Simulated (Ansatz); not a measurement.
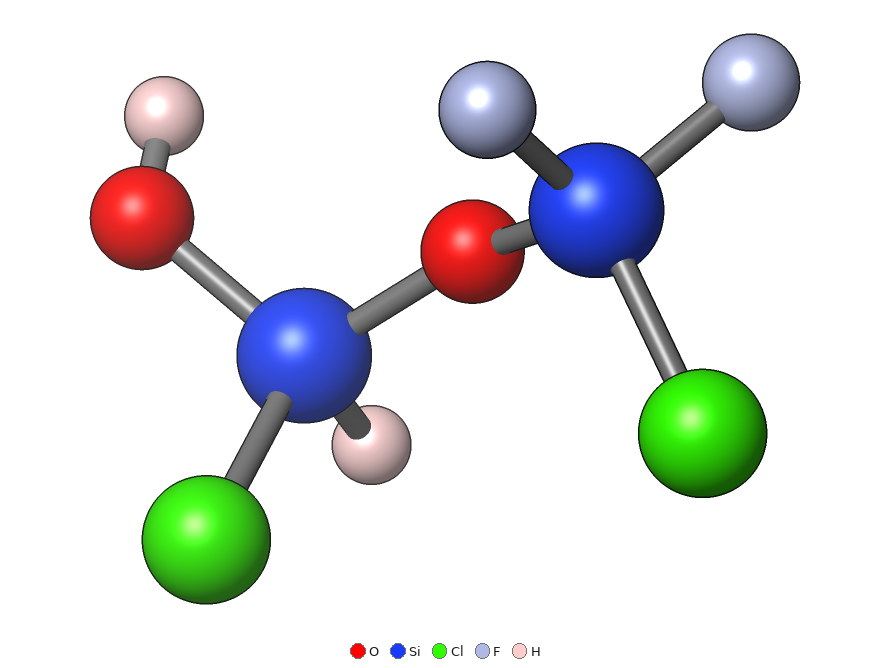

Every bond is drawn as one stick, whatever its order.

The geometry was computed by an optimisation with PBE0-D4/def2-TZVP. No frequency run is at hand to confirm it as a minimum.

What does the picture show?

The molecule is Cl2F2H2O2Si2. Its SMILES string is `O[Si@H](Cl)O[Si](F)(F)Cl`. It has no ring. Among its groups: Si–H bond, Si–O bond. The point group is C1. Coordination: 2 O bent; 2 Si tetrahedral.
